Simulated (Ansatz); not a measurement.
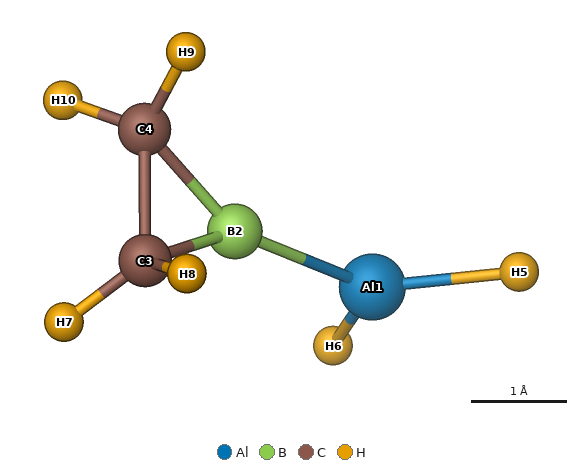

Fig. 1: The structure as given in the input (ball-and-stick view, seen at an oblique angle; atoms are numbered from 1 in the order of the input). Sticks mark near contacts. Bond lengths as drawn: Al–B 2.07 Å, Al–H 1.59 Å, B–C 1.55 Å, C–C 1.51 Å and C–H 1.09 Å.

# Molecular dynamics of C2H6AlB (part 1 of 2)

- system: C2H6AlB, SMILES [AlH2][B]1CC1
- method: RKS revPBE-d3bjatm/6-31G* (Ansatz 0.2.0)

The geometry comes from this level: PBE0-D4/def2-TZVP. Figures and captions count atoms from 1; the log counts them from 0 in places.

Output:
```
Functional definition: revPBE
  name "revPBE"
  cite "Zhang & Yang, Phys. Rev. Lett. 80, 890 (1998) doi:10.1103/PhysRevLett.80.890"
  cite "Perdew, Burke & Ernzerhof, Phys. Rev. Lett. 77, 3865 (1996) doi:10.1103/PhysRevLett.77.3865"
  parameter kappa = 1.245
  parameter beta = 0.06672455060314922
  exchange = pbe_x(kappa = kappa, mu = beta*pi^2/3)
  correlation = pbe_c(beta = beta)
943 factors; their error is unknown
mean field evaluation 1: about -9432.0880 eV, gradient 5.5e1 eV
mean field evaluation 2: about -9403.5326 eV, gradient 1.0e2 eV
mean field evaluation 4: about -9439.9277 eV, gradient 7.3e0 eV
mean field evaluation 8: about -9440.1225 eV, gradient 2.9e-1 eV
mean field evaluation 16: about -9440.0576 eV, gradient 3.3e-4 eV
mean field -9440.05755699 eV, -346.9157165187 hartree, gradient 6.1e-5 eV, S^2 0.000000; 0 other end points of the search recorded, 0 dependent functions left out
the calculation of the forces begins
reference -9440.05760993 eV, -346.9157184640 hartree; 18, 18 occupied and 58, 58 virtual orbitals, 943 factors
md step     0: t =     0.00 fs  T =   700.0 K  F+E_penalty+E_count = -9440.46475078 eV  E_kin = 0.723856 eV  conserved = -9439.74089479 eV  (27 SCF iters)
these checks for a lower state are left out or cut short: starts, cluster_reference, orbital_swaps, neighbouring_geometries, increment
943 factors; their error is unknown
mean field -9439.59580571 eV, -346.8987474719 hartree, gradient 2.1e-5 eV, S^2 0.000000; 0 other end points of the search recorded, 0 dependent functions left out
the calculation of the forces begins
reference -9439.59585879 eV, -346.8987494228 hartree; 18, 18 occupied and 58, 58 virtual orbitals, 943 factors
md step     1: t =     2.00 fs  T =   380.3 K  F+E_penalty+E_count = -9440.00714831 eV  E_kin = 0.393238 eV  conserved = -9439.61392790 eV  (28 SCF iters, 5 dispersion substeps)
[... from here on the SCF iterations and repeated set-up lines of each step are left out, up to the last step ...]
md step     2: t =     4.00 fs  T =   329.1 K  F+E_penalty+E_count = -9440.02646628 eV  E_kin = 0.340271 eV  conserved = -9439.68634740 eV  (27 SCF iters, 5 dispersion substeps)
md step     3: t =     6.00 fs  T =   292.3 K  F+E_penalty+E_count = -9439.97414303 eV  E_kin = 0.302284 eV  conserved = -9439.67226474 eV  (28 SCF iters, 5 dispersion substeps)
md step     4: t =     8.00 fs  T =   299.7 K  F+E_penalty+E_count = -9439.95129629 eV  E_kin = 0.309958 eV  conserved = -9439.64212898 eV  (30 SCF iters, 5 dispersion substeps)
md step     5: t =    10.00 fs  T =   481.4 K  F+E_penalty+E_count = -9440.21742074 eV  E_kin = 0.497821 eV  conserved = -9439.72108127 eV  (29 SCF iters, 5 dispersion substeps)
md step     6: t =    12.00 fs  T =   341.2 K  F+E_penalty+E_count = -9439.97240877 eV  E_kin = 0.352852 eV  conserved = -9439.62187905 eV  (29 SCF iters, 5 dispersion substeps)
md step     7: t =    14.00 fs  T =   428.4 K  F+E_penalty+E_count = -9440.14030024 eV  E_kin = 0.443014 eV  conserved = -9439.70055724 eV  (29 SCF iters, 5 dispersion substeps)
md step     8: t =    16.00 fs  T =   429.9 K  F+E_penalty+E_count = -9440.12380055 eV  E_kin = 0.444547 eV  conserved = -9439.68372342 eV  (29 SCF iters, 5 dispersion substeps)
md step     9: t =    18.00 fs  T =   312.4 K  F+E_penalty+E_count = -9439.96891015 eV  E_kin = 0.323029 eV  conserved = -9439.65151085 eV  (29 SCF iters, 5 dispersion substeps)
md step    10: t =    20.00 fs  T =   390.6 K  F+E_penalty+E_count = -9440.09986840 eV  E_kin = 0.403921 eV  conserved = -9439.70283998 eV  (29 SCF iters, 5 dispersion substeps)
md step    11: t =    22.00 fs  T =   309.3 K  F+E_penalty+E_count = -9439.96544076 eV  E_kin = 0.319807 eV  conserved = -9439.65391710 eV  (29 SCF iters, 5 dispersion substeps)
md step    12: t =    24.00 fs  T =   431.8 K  F+E_penalty+E_count = -9440.13958727 eV  E_kin = 0.446533 eV  conserved = -9439.70298608 eV  (30 SCF iters, 5 dispersion substeps)
md step    13: t =    26.00 fs  T =   493.9 K  F+E_penalty+E_count = -9440.20634445 eV  E_kin = 0.510703 eV  conserved = -9439.70778871 eV  (30 SCF iters, 5 dispersion substeps)
md step    14: t =    28.00 fs  T =   236.1 K  F+E_penalty+E_count = -9439.88078985 eV  E_kin = 0.244105 eV  conserved = -9439.65067872 eV  (28 SCF iters, 5 dispersion substeps)
md step    15: t =    30.00 fs  T =   272.9 K  F+E_penalty+E_count = -9439.95569018 eV  E_kin = 0.282195 eV  conserved = -9439.68892262 eV  (28 SCF iters, 5 dispersion substeps)
md step    16: t =    32.00 fs  T =   282.1 K  F+E_penalty+E_count = -9439.96185571 eV  E_kin = 0.291756 eV  conserved = -9439.68723884 eV  (28 SCF iters, 5 dispersion substeps)
md step    17: t =    34.00 fs  T =   378.4 K  F+E_penalty+E_count = -9440.04540968 eV  E_kin = 0.391303 eV  conserved = -9439.67345742 eV  (29 SCF iters, 5 dispersion substeps)
md step    18: t =    36.00 fs  T =   587.4 K  F+E_penalty+E_count = -9440.30485123 eV  E_kin = 0.607387 eV  conserved = -9439.72024315 eV  (47 SCF iters, 5 dispersion substeps)
md step    19: t =    38.00 fs  T =   364.7 K  F+E_penalty+E_count = -9440.01261601 eV  E_kin = 0.377156 eV  conserved = -9439.66171734 eV  (30 SCF iters, 5 dispersion substeps)
md step    20: t =    40.00 fs  T =   348.5 K  F+E_penalty+E_count = -9440.00147800 eV  E_kin = 0.360366 eV  conserved = -9439.67012635 eV  (29 SCF iters, 5 dispersion substeps)
md step    21: t =    42.00 fs  T =   385.4 K  F+E_penalty+E_count = -9440.09348897 eV  E_kin = 0.398565 eV  conserved = -9439.72694534 eV  (29 SCF iters, 5 dispersion substeps)
md step    22: t =    44.00 fs  T =   211.6 K  F+E_penalty+E_count = -9439.81286439 eV  E_kin = 0.218859 eV  conserved = -9439.62859705 eV  (29 SCF iters, 5 dispersion substeps)
md step    23: t =    46.00 fs  T =   305.0 K  F+E_penalty+E_count = -9439.97760689 eV  E_kin = 0.315443 eV  conserved = -9439.69914803 eV  (30 SCF iters, 5 dispersion substeps)
md step    24: t =    48.00 fs  T =   165.4 K  F+E_penalty+E_count = -9439.78190852 eV  E_kin = 0.171009 eV  conserved = -9439.65017825 eV  (30 SCF iters, 5 dispersion substeps)
md step    25: t =    50.00 fs  T =   264.4 K  F+E_penalty+E_count = -9439.87432127 eV  E_kin = 0.273420 eV  conserved = -9439.64243287 eV  (30 SCF iters, 5 dispersion substeps)
md step    26: t =    52.00 fs  T =   538.4 K  F+E_penalty+E_count = -9440.23743276 eV  E_kin = 0.556704 eV  conserved = -9439.72668850 eV  (29 SCF iters, 5 dispersion substeps)
md step    27: t =    54.00 fs  T =   414.4 K  F+E_penalty+E_count = -9439.98729480 eV  E_kin = 0.428506 eV  conserved = -9439.61013778 eV  (29 SCF iters, 5 dispersion substeps)
md step    28: t =    56.00 fs  T =   473.6 K  F+E_penalty+E_count = -9440.13709782 eV  E_kin = 0.489769 eV  conserved = -9439.70387070 eV  (29 SCF iters, 5 dispersion substeps)
md step    29: t =    58.00 fs  T =   310.0 K  F+E_penalty+E_count = -9439.91416194 eV  E_kin = 0.320521 eV  conserved = -9439.65489901 eV  (28 SCF iters, 5 dispersion substeps)
these checks for a lower state are left out or cut short: starts, cluster_reference, orbital_swaps, neighbouring_geometries, increment
943 factors; their error is unknown
mean field -9439.45590949 eV, -346.8936063808 hartree, gradient 1.8e-5 eV, S^2 0.000000; 0 other end points of the search recorded, 0 dependent functions left out
the calculation of the forces begins
reference -9439.45596280 eV, -346.8936083397 hartree; 18, 18 occupied and 58, 58 virtual orbitals, 943 factors
943 factors; their error is unknown
mean field evaluation 256: about -9439.5230 eV, gradient 1.8e-4 eV
mean field -9439.45590949 eV, -346.8936063808 hartree, gradient 1.8e-5 eV, S^2 0.000000; 1 other end points of the search recorded, 0 dependent functions left out
the calculation of the forces begins
reference -9439.45596280 eV, -346.8936083397 hartree; 18, 18 occupied and 58, 58 virtual orbitals, 943 factors
md step    30: t =    60.00 fs  T =   281.1 K  F+E_penalty+E_count = -9439.86101445 eV  E_kin = 0.290668 eV  conserved = -9439.63531308 eV  (47 SCF iters, 5 dispersion substeps)
```

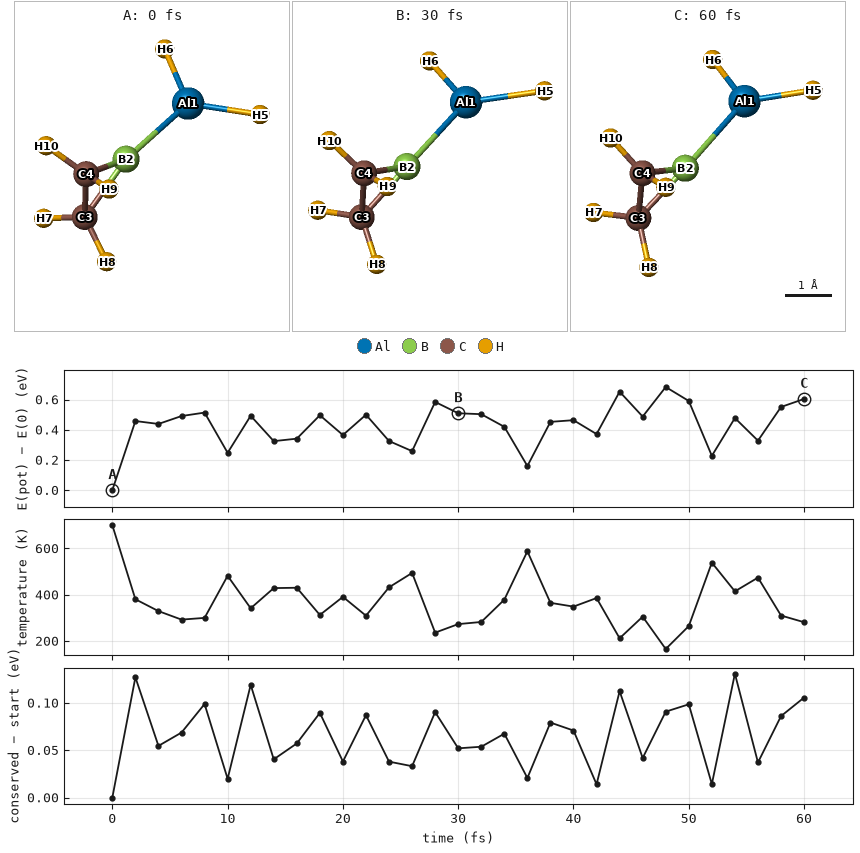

Fig. 2: Frames of the molecular dynamics (ball-and-stick, seen at a tilt) above the curves, on which the letters mark them. The trajectory kept here has 31 frames over 60 fs. The temperature starts at 700 K, ranges from 165 to 700 K and averages 349 K over the second half. The potential energy ends 0.604 eV above its first value. The conserved quantity stays within 0.13 eV. After an unweighted best fit of the last frame on the first, the root-mean-square displacement is 0.26 Å, and H5 has moved furthest (0.47 Å).

```
Total energy: -9439.86106775 eV, -346.9084956723 hartree
Atom 0 at    -1.526627     1.268839    -1.061822 Å, force     0.766502    -1.328768     0.903450 eV/Å
Atom 1 at     0.022593    -0.034512    -0.199360 Å, force    -2.478912     2.068124    -1.714226 eV/Å
Atom 2 at     0.526196    -1.331441     0.333586 Å, force     1.000685    -3.367344     1.620216 eV/Å
Atom 3 at     1.103392    -0.027243     0.877400 Å, force    -0.244945    -0.623012    -1.024032 eV/Å
Atom 4 at    -1.319941     2.226415    -2.248386 Å, force     0.172025     0.631793    -0.796427 eV/Å
Atom 5 at    -2.956175     1.241350    -0.358244 Å, force    -0.231352     0.049695     0.162873 eV/Å
Atom 6 at    -0.168658    -1.938213     1.104854 Å, force     1.449168     1.033573    -1.822480 eV/Å
Atom 7 at     1.340922    -1.955288    -0.188615 Å, force    -1.469019     0.453748     0.569230 eV/Å
Atom 8 at     2.040690     0.307694     0.506859 Å, force     1.349128     0.222394    -0.095707 eV/Å
Atom 9 at     0.793268     0.324982     1.802332 Å, force    -0.313280     0.859797     2.197103 eV/Å
Dipole moment:     0.205317    -0.084054     0.083453 e Å
```

Trajectory as extended XYZ (Å, eV, eV/Å), 21 of the 31 frames kept, from step=0 to step=30:
```
10
Properties=species:S:1:pos:R:3:forces:R:3 step=0 time_fs=0.0 energy=-9440.46475 temperature=700.0
Al   -1.5026    1.2261   -1.0648    0.1465  -0.1194   0.1033
B    -0.0938    0.0782   -0.0717   -0.5716   0.4658  -0.4029
C     0.5362   -1.2956    0.2721    0.0674  -0.3289   0.0150
C     1.1196   -0.0503    0.8841    0.2529   0.0679   0.2107
H    -1.1999    1.7999   -2.5181    0.0425   0.1066  -0.2572
H    -2.9062    1.5492   -0.3877   -0.2514   0.0636   0.1100
H    -0.0241   -1.9749    0.9084   -0.2074  -0.2741   0.2179
H     1.1020   -1.8110   -0.4989    0.1947  -0.2156  -0.2851
H     2.0888    0.2957    0.5361    0.3643   0.1462  -0.1073
H     0.9632    0.1314    1.9437   -0.0381   0.0878   0.3956
10
Properties=species:S:1:pos:R:3:forces:R:3 step=2 time_fs=4.0 energy=-9440.02647 temperature=329.1
Al   -1.4984    1.2223   -1.0657    0.1743  -0.8132   1.5241
B    -0.0784    0.0733   -0.0758   -1.7254   1.0671  -1.4533
C     0.5518   -1.2866    0.3005   -0.7687  -1.3237  -0.7783
C     1.0869   -0.0607    0.8428    2.8136   1.8500   3.9184
H    -1.2416    1.8814   -2.3756    0.3779   0.7839  -1.7616
H    -2.8816    1.5167   -0.3827   -0.5441   0.0496   0.2785
H    -0.1371   -1.8633    0.9186    0.2236  -0.6813  -0.0296
H     1.1345   -1.7294   -0.4923    0.0114  -0.9419  -0.3082
H     2.1193    0.2679    0.5536   -0.6694  -0.1281   0.0573
H     0.9560    0.0872    1.9805    0.1069   0.1376  -1.4473
10
Properties=species:S:1:pos:R:3:forces:R:3 step=3 time_fs=6.0 energy=-9439.97414 temperature=292.3
Al   -1.4959    1.2188   -1.0630    0.0028  -0.1877   0.6706
B    -0.0792    0.0762   -0.0848   -1.5592   0.7944  -1.4334
C     0.5586   -1.2832    0.3102   -1.6012  -3.3190  -1.1575
C     1.0826   -0.0580    0.8394    2.4899   1.5415   2.7414
H    -1.2420    1.9638   -2.4000    0.1951   0.2989  -0.7862
H    -2.9006    1.5040   -0.3644   -0.2541  -0.0337   0.1308
H    -0.2250   -1.8838    0.9651    1.8557   0.5310  -1.3586
H     1.1706   -1.7507   -0.5306   -1.0356  -0.2282   1.1001
H     2.0998    0.2468    0.5663    0.0283   0.1410  -0.2113
H     0.9593    0.0699    1.9164   -0.1217   0.4618   0.3040
10
Properties=species:S:1:pos:R:3:forces:R:3 step=4 time_fs=8.0 energy=-9439.95130 temperature=299.7
Al   -1.4934    1.2150   -1.0594   -0.3112   0.6391  -0.2882
B    -0.0855    0.0820   -0.0990   -0.8078   0.2435  -0.9546
C     0.5602   -1.2905    0.3162   -1.6444  -2.7767  -1.2910
C     1.0862   -0.0503    0.8449    1.3427   0.5859   0.2759
H    -1.2350    2.0578   -2.4545   -0.0050  -0.3352   0.2937
H    -2.9293    1.4901   -0.3411    0.1217  -0.1131  -0.0671
H    -0.2419   -1.8840    0.9596    1.9183   0.5895  -1.3044
H     1.1671   -1.7808   -0.5267   -1.0984  -0.0126   1.2665
H     2.0813    0.2310    0.5709    0.8881   0.4241  -0.4721
H     0.9580    0.0703    1.8639   -0.4040   0.7555   2.5412
10
Properties=species:S:1:pos:R:3:forces:R:3 step=6 time_fs=12.0 energy=-9439.97241 temperature=341.2
Al   -1.4903    1.2111   -1.0542   -0.9086   1.5612  -1.1065
B    -0.1033    0.0941   -0.1351    1.0104  -0.9458   0.4075
C     0.5500   -1.3233    0.3162    0.7783   3.6357  -1.4392
C     1.1038   -0.0307    0.8606    0.2913  -0.0073   1.6066
H    -1.2257    2.1919   -2.5071   -0.1539  -0.8967   1.0716
H    -2.9625    1.4475   -0.3077    0.4816  -0.1547  -0.2649
H    -0.1157   -1.8563    0.8502   -2.3591  -2.2351   2.3011
H     1.0689   -1.8576   -0.4156    1.0786  -1.0594  -1.3459
H     2.1323    0.2450    0.5331   -0.5305   0.0552   0.1767
H     0.9202    0.1475    1.9814    0.3120   0.0469  -1.4070
10
Properties=species:S:1:pos:R:3:forces:R:3 step=8 time_fs=16.0 energy=-9440.12380 temperature=429.9
Al   -1.4920    1.2156   -1.0551   -0.7702   1.3080  -0.9107
B    -0.1079    0.0930   -0.1662    1.7897  -1.6876   1.1960
C     0.5400   -1.3276    0.3025   -1.1698  -0.7787   0.2563
C     1.1249   -0.0115    0.8928   -0.7075  -0.9287  -0.8388
H    -1.2383    2.1960   -2.4057   -0.0795  -0.5753   0.5579
H    -2.9290    1.3823   -0.3111    0.1023  -0.0681  -0.0753
H    -0.1707   -2.0250    0.9436    1.1931   1.5450  -0.8556
H     1.0715   -2.0371   -0.4220   -0.2196   1.2536   0.7553
H     2.1280    0.2738    0.5138   -0.3458   0.0416   0.2512
H     0.9194    0.2394    1.9524    0.2075  -0.1097  -0.3362
```
